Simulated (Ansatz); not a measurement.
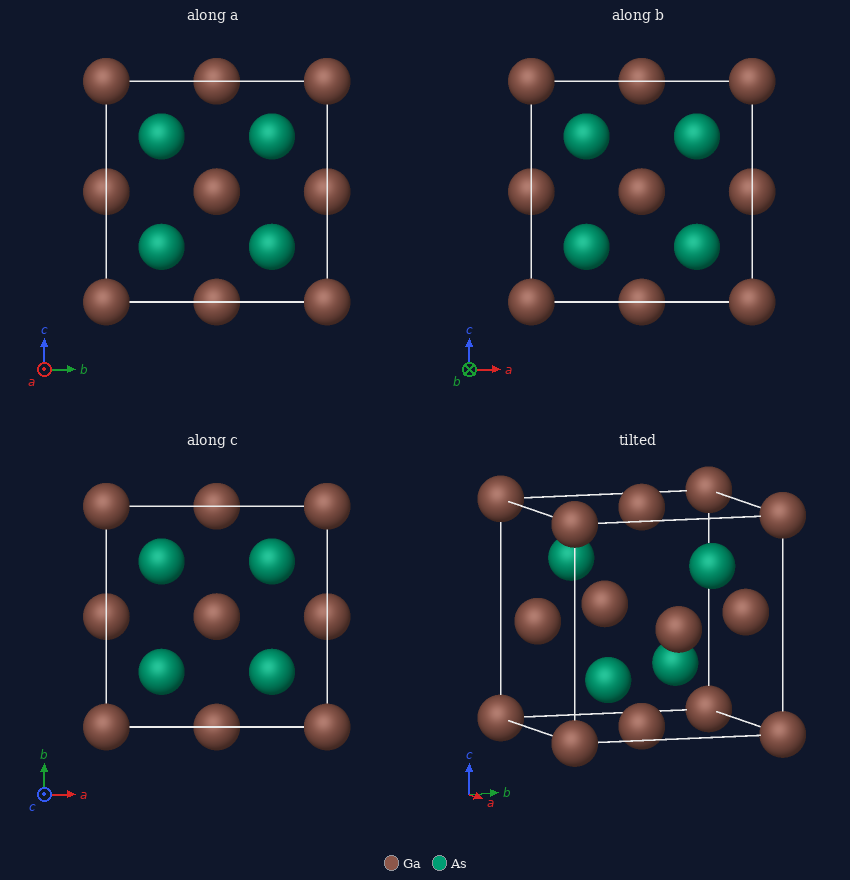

Crystal structure, spheres-only style, seen along the a axis, along the b axis, along the c axis and slightly off an axis. The edges of the conventional unit cell are marked.

Lattice parameters: a = 5.744 Å, b = 5.744 Å, c = 5.744 Å, α = 90.00°, β = 90.00°, γ = 90.00°.

**From the views, write a table of Wyckoff sites.**

Space group F-43m (No. 216).
```tsv
atom	site	x	y	z
Ga	4a	0.0000	0.0000	0.0000
As	4d	0.2500	0.2500	0.7500
```

Provenance: a structure type filled with these elements by a generator (whether the compound takes this form wasn't checked). It is drawn as it came out of a relaxation with DFT, PBE, plane waves, PAW in Ansatz.
